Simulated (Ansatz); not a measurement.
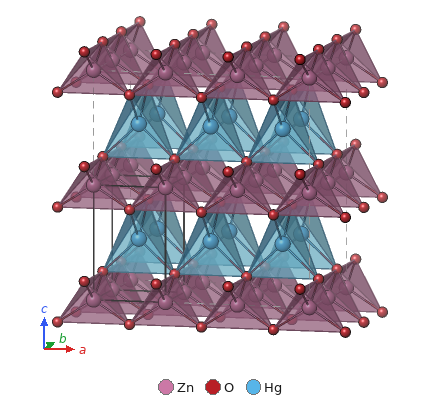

Polyhedra are drawn about Hg and Zn (bonds: Hg–O below 2.6 Å and O–Zn below 2.2 Å); other atoms are plain spheres.

System ZnHgO₂ (space group P-4m2, No. 115); source of the atomic positions: the input geometry of an electronic-structure calculation (not necessarily at equilibrium); the starting structure was generated, so it need not be a known form of this composition.

> What figure surrounds each Hg or Zn atom, and what does it share with the other drawn polyhedra?

Hg: HgO4 tetrahedron, sharing corners with twelve neighbours; Zn: ZnO4 tetrahedron, sharing corners with twelve neighbours.

> What is the connectivity of the polyhedra: isolated, groups, chains, layers or framework?

They form a three-dimensional framework of corner-sharing tetrahedra.

> How far apart are the centres of linked polyhedra?

Centre to centre across a shared corner: 3.33 to 3.50 Å.
